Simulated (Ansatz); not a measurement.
# CHAlN (doublet): one geometry, many settings

What do other methods and options give for CHAlN (doublet) at this geometry, and how long do they take?

Computed with Ansatz 0.2.0, Gaussian basis. Level: the settings change from run to run.

21 further runs of the same task are left out: 9 that didn't finish, 12 set aside as unsound or not needed.

## Step 1: The geometry

The geometry is a PBE0/def2-TZVP stationary point (not a proven minimum) of the parent state, kept for this charge and spin.

4 atoms, charge 0, spin multiplicity 2.

Atoms are counted from 1 here; the program's logs count them from 0.

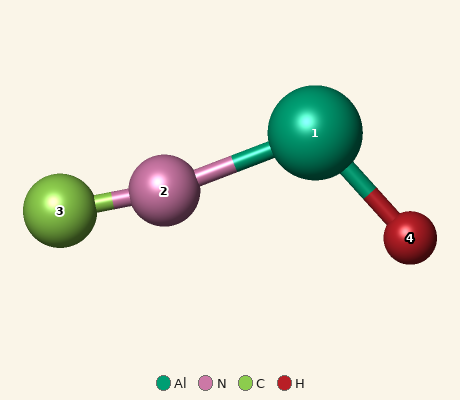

The structure; aluminium teal, nitrogen pink, carbon green, hydrogen red; atoms are numbered from 1 in the order of the file.

## Step 2: HF/cc-pVDZ

Input file in.yaml:

```yaml
crystal:
  periodic: [false, false, false]
  atoms:
    - {symbol: Al, position_ang: [0.000000, -0.111786, 1.121424]}
    - {symbol: N, position_ang: [0.000000, 0.097969, -0.684708]}
    - {symbol: C, position_ang: [0.000000, 0.027668, -1.876852]}
    - {symbol: H, position_ang: [0.000000, 1.301302, 1.860276]}
basis:
  gaussian: {orbitals: cc-pVDZ}
magnetization: {spin_polarized: true, initial_magnetization: 1}
hamiltonian: {xc: hf}
accuracy: high
scf: {lower_state_search: off}
output: {forces: true, orbitals: {seedname: orbitals}}
```

The run is started by

```
ansatz run in.yaml --threads 1 --pin off --events-out ev --progress --plain --max-ram 2393MiB
```

What it wrote:

```text
Functional definition: HF
  name "HF"
  cite "Fock, Z. Phys. 61, 126 (1930) doi:10.1007/BF01340294"
  parent pbe
  exchange = exact_x
  correlation = 0
these checks for a lower state are left out or cut short: stability, starts, cluster_reference, orbital_swaps, neighbouring_geometries, increment
1063 factors; integrals over basis functions are off by at most 3.3e-9 eV
mean field evaluation 1: about -9108.2364 eV, gradient 1.8e1 eV
mean field evaluation 2: about -9108.2419 eV, gradient 1.8e1 eV
mean field evaluation 4: about -9110.2727 eV, gradient 2.9e0 eV
mean field evaluation 8: about -9110.3678 eV, gradient 1.5e-1 eV
mean field -9110.36875852 eV, -334.7998766459 hartree, gradient 2.3e-8 eV, S^2 0.756379; 0 other end points of the search recorded, 0 dependent functions left out
the calculation of the forces begins
reference -9110.36875852 eV, -334.7998766459 hartree; 14, 13 occupied and 37, 38 virtual orbitals, 1063 factors
Total energy: -9110.36875852 eV, -334.7998766459 hartree
Atom 0 at     0.000000    -0.111786     1.121424 Å, force     0.000000     0.250116     0.368270 eV/Å
Atom 1 at     0.000000     0.097969    -0.684708 Å, force     0.000000    -0.318713    -3.421585 eV/Å
Atom 2 at     0.000000     0.027668    -1.876852 Å, force    -0.000000     0.201278     2.922965 eV/Å
Atom 3 at     0.000000     1.301302     1.860276 Å, force    -0.000000    -0.132680     0.130350 eV/Å
Dipole moment:     0.000000    -0.187270     0.607630 e Å
Checks for a lower state left out: stability, starts, cluster_reference, orbital_swaps, neighbouring_geometries, increment
```

It took 1.3 s on 1 thread of Arm Neoverse V1, shared host.

From the report: ⟨S²⟩ of the determinant 0.756 (pure doublet: 0.75).

## Step 3: BCCD(T) on UHF/cc-pVDZ

in.yaml: that of step 2 with these lines changed.

```diff
@@ -8,7 +8,4 @@
 basis:
-  gaussian: {orbitals: cc-pVDZ}
+  gaussian: {orbitals: cc-pVDZ, fitting: {mean_field: def2-universal-jkfit}}
 magnetization: {spin_polarized: true, initial_magnetization: 1}
-hamiltonian: {xc: hf}
-accuracy: high
-scf: {lower_state_search: off}
-output: {forces: true, orbitals: {seedname: orbitals}}
+correlation: {method: bccd_t, electrons: valence}
```

Same command.

What it wrote, shortened:

```text
Functional definition: HF
  name "HF"
  cite "Fock, Z. Phys. 61, 126 (1930) doi:10.1007/BF01340294"
  parent pbe
[...]
298 factors; integrals over basis functions are off by at most 4.1e-1 eV
[...]
mean field -9110.36793167 eV, -334.7998462597 hartree, gradient 2.7e-6 eV, S^2 0.756375; 3 other end points of the search recorded, 0 dependent functions left out
determinant -9110.36793167 eV, -334.7998462597 hartree, with singles and doubles -9119.25833477 eV, -335.1265625476 hartree
determinant -9107.67878277 eV, -334.7010218602 hartree, with singles and doubles -9116.76857723 eV, -335.0350656455 hartree
7 core orbitals not correlated: weight in the atoms' cores, before any rotation towards them, 1.000 or more for the frozen orbitals, at most 0.000 for the correlated occupied ones
reference -9110.36793167 eV, -334.7998462597 hartree; 7, 6 occupied and 37, 38 virtual orbitals, 298 factors
second order -8.33282547 eV of doubles, -0.00000000 eV of singles
cycle   1  -8.85792080 eV  change    3.2e-2 eV  update   1.4e-2
[...]
cycle   8  -8.86301595 eV  change    4.0e-6 eV  update   1.2e-5
perturbative correction -0.40340558 eV, -0.0148248818 hartree
Total energy: -9119.63435321 eV, -335.1403809702 hartree
```

It took 2.7 s on 1 thread of Arm Neoverse V1, shared host.

From the report: ⟨S²⟩ of the determinant 0.756 (pure doublet: 0.75); correlation -9.2664 eV; largest double amplitude 0.07.

## Step 4: NEVPT4(SD)(5,3)/6-31G

Input file in.yaml:

```yaml
crystal:
  periodic: [false, false, false]
  atoms:
    - {symbol: Al, position_ang: [0.000000, -0.111786, 1.121424]}
    - {symbol: N, position_ang: [0.000000, 0.097969, -0.684708]}
    - {symbol: C, position_ang: [0.000000, 0.027668, -1.876852]}
    - {symbol: H, position_ang: [0.000000, 1.301302, 1.860276]}
basis:
  gaussian: {orbitals: 6-31G}
magnetization: {spin_polarized: false, initial_magnetization: 1}
correlation: {method: fic_nevpt4_sd, electrons: outside_noble_gas, active_space: {window: {electrons: 5, orbitals: 3}}}
accuracy: high
scf: {lower_state_search: off}
```

The command is unchanged.

What it wrote, shortened:

```text
Functional definition: HF
  name "HF"
  cite "Fock, Z. Phys. 61, 126 (1930) doi:10.1007/BF01340294"
  parent pbe
[...]
770 factors; integrals over basis functions are off by at most 3.4e-9 eV
[...]
mean field -9108.19908347 eV, -334.7201425586 hartree, gradient 1.5e-8 eV, S^2 0.750000; 0 other end points of the search recorded, 0 dependent functions left out
reference -9108.19908347 eV, -334.7201425586 hartree; 14, 13 occupied and 19, 20 virtual orbitals, 770 factors
state -9108.19908347 eV, -334.7201425586 hartree
state -9108.19908347 eV, -334.7201425586 hartree; corrected -9114.21559849 eV, -334.9412454072 hartree
WARN: 2 active orbitals are nearly empty or full. The corrections depend on them more than the energy does, and are more stable in an active space without them
Total energy: -9114.21559849 eV, -334.9412454072 hartree
Checks for a lower state left out: stability, starts, cluster_reference, orbital_swaps, neighbouring_geometries, increment
```

It took 0.75 s on 1 thread of Arm Neoverse V1, shared host.

From the report: 3 determinants; active occupations 2.00, 2.00, 1.00. The report marks this result as in doubt.

## Step 5: MP2 on ROHF/STO-3G

Input file in.yaml:

```yaml
crystal:
  periodic: [false, false, false]
  atoms:
    - {symbol: Al, position_ang: [0.000000, -0.111786, 1.121424]}
    - {symbol: N, position_ang: [0.000000, 0.097969, -0.684708]}
    - {symbol: C, position_ang: [0.000000, 0.027668, -1.876852]}
    - {symbol: H, position_ang: [0.000000, 1.301302, 1.860276]}
basis:
  gaussian: {orbitals: STO-3G}
magnetization: {spin_polarized: false, initial_magnetization: 1}
hamiltonian: {pseudopotentials: {relativity: none}}
correlation: {method: mp2, electrons: valence}
```

Launched as before.

What it wrote:

```text
Functional definition: HF
  name "HF"
  cite "Fock, Z. Phys. 61, 126 (1930) doi:10.1007/BF01340294"
  parent pbe
  exchange = exact_x
  correlation = 0
241 factors; integrals over basis functions are off by at most 2.8e-5 eV
mean field evaluation 1: about -8996.9380 eV, gradient 1.3e1 eV
mean field evaluation 2: about -8996.9606 eV, gradient 1.3e1 eV
mean field evaluation 4: about -8998.1722 eV, gradient 2.5e0 eV
mean field evaluation 8: about -8998.2166 eV, gradient 3.8e-2 eV
mean field -8998.21663198 eV, -330.6783620151 hartree, gradient 2.9e-6 eV, S^2 0.750000; 0 other end points of the search recorded, 0 dependent functions left out
mean field evaluation 16: about -8998.0402 eV, gradient 4.2e0 eV
7 core orbitals not correlated: weight in the atoms' cores, before any rotation towards them, 1.000 or more for the frozen orbitals, at most 0.000 for the correlated occupied ones
reference -8998.21663198 eV, -330.6783620151 hartree; 7, 6 occupied and 6, 7 virtual orbitals, 241 factors
second order -4.13919206 eV of doubles, -0.01423580 eV of singles
Total energy: -9002.37005984 eV, -330.8309976736 hartree
```

It took 0.12 s on 1 thread of Arm Neoverse V1, shared host.

## Step 6: MP2 on ROHF/cc-pVDZ

in.yaml: that of step 5 with these lines changed.

```diff
@@ -8,5 +8,7 @@
 basis:
-  gaussian: {orbitals: STO-3G}
+  gaussian: {orbitals: cc-pVDZ}
 magnetization: {spin_polarized: false, initial_magnetization: 1}
-hamiltonian: {pseudopotentials: {relativity: none}}
-correlation: {method: mp2, electrons: valence}
+hamiltonian: {pseudopotentials: {relativity: scalar}}
+correlation: {method: mp2, electrons: outside_noble_gas}
+accuracy: high
+output: {forces: true}
```

Same command.

What it wrote, shortened:

```text
Functional definition: HF
  name "HF"
  cite "Fock, Z. Phys. 61, 126 (1930) doi:10.1007/BF01340294"
  parent pbe
[...]
1063 factors; integrals over basis functions are off by at most 3.3e-9 eV
[...]
mean field -9122.20962097 eV, -335.2350203149 hartree, gradient 2.1e-8 eV, S^2 0.750000; 2 other end points of the search recorded, 0 dependent functions left out
[...]
7 core orbitals not correlated: weight in the atoms' cores, before any rotation towards them, 1.000 or more for the frozen orbitals, at most 0.000 for the correlated occupied ones
reference -9122.20962097 eV, -335.2350203149 hartree; 7, 6 occupied and 37, 38 virtual orbitals, 1063 factors
second order -8.34951786 eV of doubles, -0.01504111 eV of singles
[...]
Total energy: -9130.57417994 eV, -335.5424121873 hartree
Relativity: scalar
Atom 0 at     0.000000    -0.111786     1.121424 Å, force    -0.000000     0.201159     0.810196 eV/Å
Atom 1 at     0.000000     0.097969    -0.684708 Å, force    -0.000000    -0.037843    -0.045981 eV/Å
Atom 2 at     0.000000     0.027668    -1.876852 Å, force     0.000000    -0.015484    -0.859820 eV/Å
Atom 3 at     0.000000     1.301302     1.860276 Å, force     0.000000    -0.147832     0.095605 eV/Å
Dipole moment:     0.000000    -0.164330     0.718643 e Å
```

Wall time 3 s (1 thread of Arm Neoverse V1, shared host).

## Step 7: CISD/cc-pVDZ

in.yaml: that of step 6 with these lines changed.

```diff
@@ -10,5 +10,3 @@
 magnetization: {spin_polarized: false, initial_magnetization: 1}
-hamiltonian: {pseudopotentials: {relativity: scalar}}
-correlation: {method: mp2, electrons: outside_noble_gas}
-accuracy: high
-output: {forces: true}
+hamiltonian: {pseudopotentials: {relativity: none}}
+correlation: {active_space: {ras: {orbitals: [6, 1, 37], electrons: 13, max_holes: 2, max_particles: 2}, fixed_orbitals: true}}
```

Same command.

What it wrote:

```text
Functional definition: HF
  name "HF"
  cite "Fock, Z. Phys. 61, 126 (1930) doi:10.1007/BF01340294"
  parent pbe
  exchange = exact_x
  correlation = 0
495 factors; integrals over basis functions are off by at most 1.0e-3 eV
mean field evaluation 1: about -9108.2849 eV, gradient 2.4e1 eV
mean field evaluation 2: about -9108.2886 eV, gradient 2.4e1 eV
mean field evaluation 4: about -9110.2701 eV, gradient 3.4e0 eV
mean field evaluation 8: about -9110.3371 eV, gradient 6.5e-4 eV
mean field evaluation 16: about -9107.4542 eV, gradient 1.2e-4 eV
mean field -9110.33713700 eV, -334.7987145765 hartree, gradient 1.7e-6 eV, S^2 0.750000; 2 other end points of the search recorded, 0 dependent functions left out
reference -9110.33713700 eV, -334.7987145765 hartree; 14, 13 occupied and 37, 38 virtual orbitals, 495 factors
state -9118.43256539 eV, -335.0962160827 hartree
Total energy: -9118.43256539 eV, -335.0962160827 hartree
```

Run time: 3.7 s. Hardware: 1 thread of Arm Neoverse V1, shared host.

From the report: 67,617 determinants.

## Step 8: BCCD on UHF/cc-pVDZ

Input file in.yaml:

```yaml
crystal:
  periodic: [false, false, false]
  atoms:
    - {symbol: Al, position_ang: [0.000000, -0.111786, 1.121424]}
    - {symbol: N, position_ang: [0.000000, 0.097969, -0.684708]}
    - {symbol: C, position_ang: [0.000000, 0.027668, -1.876852]}
    - {symbol: H, position_ang: [0.000000, 1.301302, 1.860276]}
basis:
  gaussian: {orbitals: cc-pVDZ}
magnetization: {spin_polarized: true, initial_magnetization: 1}
correlation: {method: bccd, electrons: outside_noble_gas, diis_vectors: 2}
output: {forces: true}
```

Same command.

What it wrote, shortened:

```text
Functional definition: HF
  name "HF"
  cite "Fock, Z. Phys. 61, 126 (1930) doi:10.1007/BF01340294"
  parent pbe
[...]
495 factors; integrals over basis functions are off by at most 1.0e-3 eV
[...]
mean field -9110.36867188 eV, -334.7998734618 hartree, gradient 4.3e-6 eV, S^2 0.756379; 3 other end points of the search recorded, 0 dependent functions left out
determinant -9110.36867188 eV, -334.7998734618 hartree, with singles and doubles -9119.25891773 eV, -335.1265839708 hartree
determinant -9107.67980593 eV, -334.7010594609 hartree, with singles and doubles -9116.76913254 eV, -335.0350860530 hartree
7 core orbitals not correlated: weight in the atoms' cores, before any rotation towards them, 1.000 or more for the frozen orbitals, at most 0.000 for the correlated occupied ones
reference -9110.36867188 eV, -334.7998734618 hartree; 7, 6 occupied and 37, 38 virtual orbitals, 495 factors
second order -8.33578246 eV of doubles, -0.00000000 eV of singles
cycle   1  -8.85775737 eV  change    3.2e-2 eV  update   1.4e-2
[...]
cycle  14  -8.86286100 eV  change    3.4e-7 eV  update   8.6e-7
[...]
Total energy: -9119.23153287 eV, -335.1255775960 hartree
Atom 0 at     0.000000    -0.111786     1.121424 Å, force     0.000000     0.106250     0.693006 eV/Å
Atom 1 at     0.000000     0.097969    -0.684708 Å, force     0.000000    -0.093618    -0.807947 eV/Å
Atom 2 at     0.000000     0.027668    -1.876852 Å, force     0.000000     0.030770    -0.040681 eV/Å
Atom 3 at     0.000000     1.301302     1.860276 Å, force     0.000000    -0.043402     0.155622 eV/Å
Dipole moment:     0.000000    -0.154826     0.663352 e Å
```

Run time: 6.5 s. Hardware: 1 thread of Arm Neoverse V1, shared host.

From the report: ⟨S²⟩ of the determinant 0.756 (pure doublet: 0.75); correlation -8.8629 eV; largest double amplitude 0.07.

## Step 9: CCSD on ROHF/cc-pVDZ

in.yaml: that of step 8 with these lines changed.

```diff
@@ -9,4 +9,5 @@
   gaussian: {orbitals: cc-pVDZ}
-magnetization: {spin_polarized: true, initial_magnetization: 1}
-correlation: {method: bccd, electrons: outside_noble_gas, diis_vectors: 2}
+magnetization: {spin_polarized: false, initial_magnetization: 1}
+correlation: {method: ccsd, electrons: outside_noble_gas, diis_vectors: 2}
+scf: {omitted_lower_state_checks: [cluster_reference]}
 output: {forces: true}
```

Launched as before.

What it wrote, shortened:

```text
Functional definition: HF
  name "HF"
  cite "Fock, Z. Phys. 61, 126 (1930) doi:10.1007/BF01340294"
  parent pbe
[...]
495 factors; integrals over basis functions are off by at most 1.0e-3 eV
[...]
mean field -9110.33713700 eV, -334.7987145765 hartree, gradient 1.7e-6 eV, S^2 0.750000; 2 other end points of the search recorded, 0 dependent functions left out
7 core orbitals not correlated: weight in the atoms' cores, before any rotation towards them, 1.000 or more for the frozen orbitals, at most 0.000 for the correlated occupied ones
reference -9110.33713700 eV, -334.7987145765 hartree; 7, 6 occupied and 37, 38 virtual orbitals, 495 factors
second order -8.34536029 eV of doubles, -0.01483096 eV of singles
cycle   1  -8.47588960 eV  change   -1.2e-1 eV  update   9.6e-2
[...]
cycle  18  -8.92038475 eV  change   -6.8e-7 eV  update   8.7e-7
[...]
Total energy: -9119.25752176 eV, -335.1265326698 hartree
Atom 0 at     0.000000    -0.111786     1.121424 Å, force    -0.000000     0.108045     0.696785 eV/Å
Atom 1 at     0.000000     0.097969    -0.684708 Å, force    -0.000000    -0.087876    -0.692179 eV/Å
Atom 2 at     0.000000     0.027668    -1.876852 Å, force     0.000000     0.024709    -0.159520 eV/Å
Atom 3 at     0.000000     1.301302     1.860276 Å, force     0.000000    -0.044878     0.154914 eV/Å
Dipole moment:     0.000000    -0.154946     0.663584 e Å
Checks for a lower state left out: cluster_reference
```

It took 3.9 s on 1 thread of Arm Neoverse V1, shared host.

From the report: correlation -8.9204 eV; T1 0.021; largest double amplitude 0.07.

## Step 10: CISD/cc-pVDZ

Input file in.yaml:

```yaml
crystal:
  periodic: [false, false, false]
  atoms:
    - {symbol: Al, position_ang: [0.000000, -0.111786, 1.121424]}
    - {symbol: N, position_ang: [0.000000, 0.097969, -0.684708]}
    - {symbol: C, position_ang: [0.000000, 0.027668, -1.876852]}
    - {symbol: H, position_ang: [0.000000, 1.301302, 1.860276]}
basis:
  gaussian: {orbitals: cc-pVDZ, fitting: {mean_field: def2-universal-jkfit}}
magnetization: {spin_polarized: false, initial_magnetization: 1}
correlation: {active_space: {ras: {orbitals: [6, 1, 37], electrons: 13, max_holes: 2, max_particles: 2}, fixed_orbitals: true}}
```

Launched as before.

What it wrote:

```text
Functional definition: HF
  name "HF"
  cite "Fock, Z. Phys. 61, 126 (1930) doi:10.1007/BF01340294"
  parent pbe
  exchange = exact_x
  correlation = 0
298 factors; integrals over basis functions are off by at most 4.1e-1 eV
mean field evaluation 1: about -9108.2881 eV, gradient 2.4e1 eV
mean field evaluation 2: about -9109.7026 eV, gradient 1.6e1 eV
mean field evaluation 4: about -9110.3301 eV, gradient 9.1e-1 eV
mean field evaluation 8: about -9107.1257 eV, gradient 4.1e0 eV
mean field evaluation 16: about -9110.3325 eV, gradient 4.6e-1 eV
mean field -9110.33641148 eV, -334.7986879140 hartree, gradient 1.3e-6 eV, S^2 0.750000; 2 other end points of the search recorded, 0 dependent functions left out
reference -9110.33641148 eV, -334.7986879140 hartree; 14, 13 occupied and 37, 38 virtual orbitals, 298 factors
state -9118.43168190 eV, -335.0961836149 hartree
Total energy: -9118.43168190 eV, -335.0961836149 hartree
```

Wall time 3.5 s (1 thread of Arm Neoverse V1, shared host).

From the report: 67,617 determinants.

## Step 11: All runs side by side

Where basis and cores are those of an earlier UCCSDT(Q)/cc-pVDZ run (-9119.6838 eV), and the state is the same kind, the miss against it is given. † marks a result that the program doubts.

| level | correlated | functions | energy (eV) | from UCCSDT(Q) (meV) | time |
| --- | --- | --- | --- | --- | --- |
| HF/cc-pVDZ |  | 51 | -9110.3688 | 9315.1 | 1.3 s |
| BCCD(T) on UHF/cc-pVDZ | valence | 51 | -9119.6344 | 49.5 | 2.7 s |
| NEVPT4(SD)(5,3)/6-31G † | outside noble gas | 33 | -9114.2156 |  | 0.75 s |
| MP2 on ROHF/STO-3G | valence | 20 | -9002.3701 |  | 0.12 s |
| MP2 on ROHF/cc-pVDZ (relativity set) | outside noble gas | 51 | -9130.5742 |  | 3 s |
| CISD/cc-pVDZ | outside noble gas | 51 | -9118.4326 |  | 3.7 s |
| BCCD on UHF/cc-pVDZ | outside noble gas | 51 | -9119.2315 | 452.3 | 6.5 s |
| CCSD on ROHF/cc-pVDZ | outside noble gas | 51 | -9119.2575 | 426.3 | 3.9 s |
| CISD/cc-pVDZ | outside noble gas | 51 | -9118.4317 | 1252.1 | 3.5 s |

## Step 12: Summary of results

```
quantity                       value
    runs                           9
quickest  MP2 on ROHF/STO-3G, 0.12 s
 slowest  BCCD on UHF/cc-pVDZ, 6.5 s
```

**Reading.** Total energies in different bases, with other cores or another treatment of relativity can't be set against each other. BCCD on UHF/cc-pVDZ took 54 times as long as MP2 on ROHF/STO-3G; the jobs differ in more than the method. Among the correlated runs with a miss given, it spans +49 to +1252 meV. Hartree-Fock, CASSCF and CASCI lack dynamic correlation by design.
